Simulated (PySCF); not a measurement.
```json
{"atom": "As", "x (Å)": "0.0000", "y (Å)": "0.0000", "z (Å)": "-0.3621"}
{"atom": "F", "x (Å)": "0.0000", "y (Å)": "0.0000", "z (Å)": "1.4279"}
```

All numbers below come from PBE0/aug-pcseg-1, non-relativistic, at a bond length of 1.790 Å in PySCF 2.14.0.

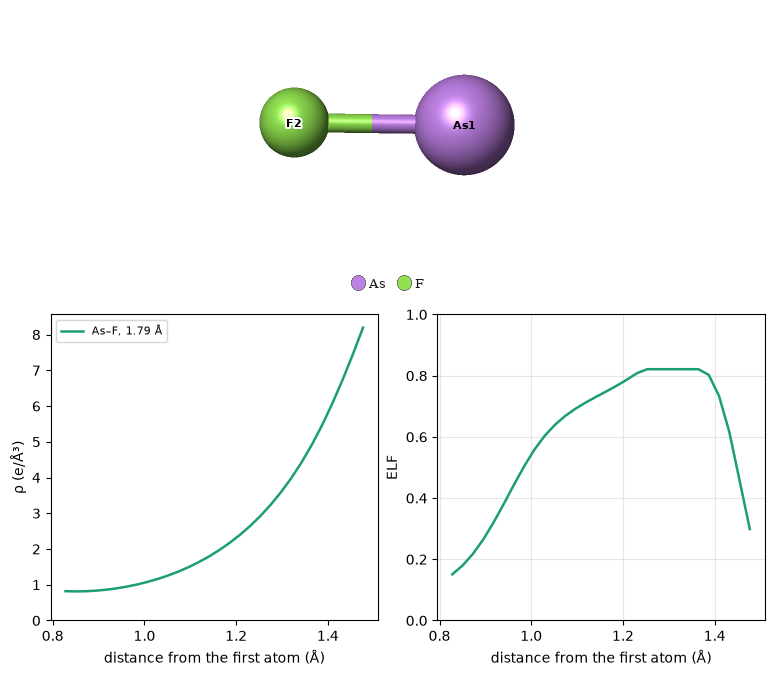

AsF (triplet). Electron density and electron localisation function along straight lines between neighbouring atoms. The curves leave out the atomic cores. The structure is drawn too.

Question: What can be read from the curves?

Answer: As–F (1.79 Å): the density is about 0.84 e/Å³ at the midpoint; the ELF peaks at about 0.80 in the valence shell of F, 0.5 Å from its nucleus, and is about 0.25 at the midpoint.
